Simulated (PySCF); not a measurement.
**C3H3FGeN4: density, localisation and related maps**

```xyz
12

N    -3.3755    2.0758   -0.5482
C    -2.4773    1.3918   -0.3589
C    -1.3948    0.5284   -0.1221
N    -0.1116    0.8678   -0.2435
N     0.5748   -0.2014    0.0589
Ge    2.4262   -0.2395    0.0113
N    -0.1592   -1.2484    0.3779
C    -1.4040   -0.8287    0.2760
F    -2.4434   -1.5984    0.5203
H     2.7799   -1.1725   -1.0967
H     2.8321   -0.7611    1.3456
H     2.7541    1.1856   -0.2467
```

Geometry: GFN2-xTB.

Theory: CAM-B3LYP/def2-SVPD, SCF density, gas phase (PySCF 2.14.0).

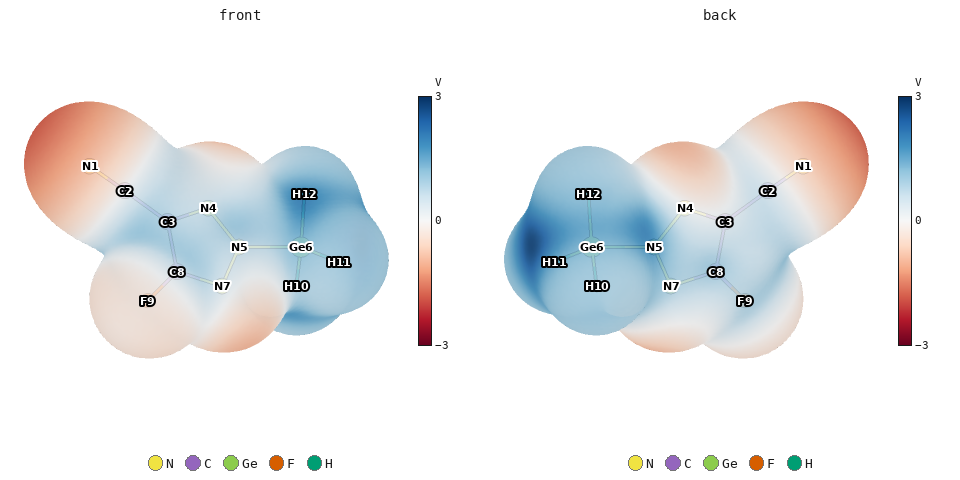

Figure 1. The electrostatic potential painted on the density surface at 0.002 e/bohr³, seen from the front and from behind; the colour scale runs from red (negative) to blue (positive).

### Describe the electrostatic potential map.

The most negative region (about −1.7 V, or −39 kcal/mol for a unit charge) lies over N1, the most positive (about +2.6 V, or +60 kcal/mol for a unit charge) over Ge6. N1 is the likeliest acceptor of a hydrogen bond.

### What dipole moment does the calculation give?

Its dipole moment is 5.90 D.

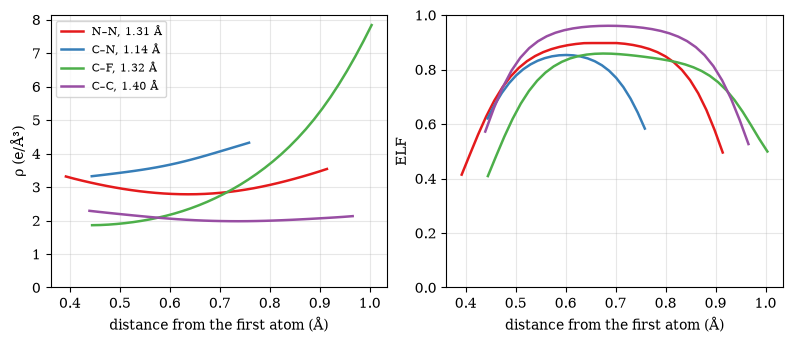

Figure 2. Total electron density and electron localisation function along straight lines between neighbouring atoms. The curves leave out the atomic cores.

### Compare the contacts.

N–N (1.31 Å): ρ at the midpoint is about 2.8 e/Å³; the ELF peaks at about 0.90 between the atoms, as expected for a covalent bond.
C–N (1.14 Å): the density is about 3.6 e/Å³ at the midpoint; the ELF peaks at about 0.85 between the atoms; a multiple bond.
C–F (1.32 Å): the density is about 2.5 e/Å³ at the midpoint; the ELF peaks at about 0.85 between the atoms: a shared but strongly polarised pair.
C–C (1.40 Å): ρ at the midpoint is about 2 e/Å³; the ELF peaks at about 0.95 between the atoms; a covalent bond.
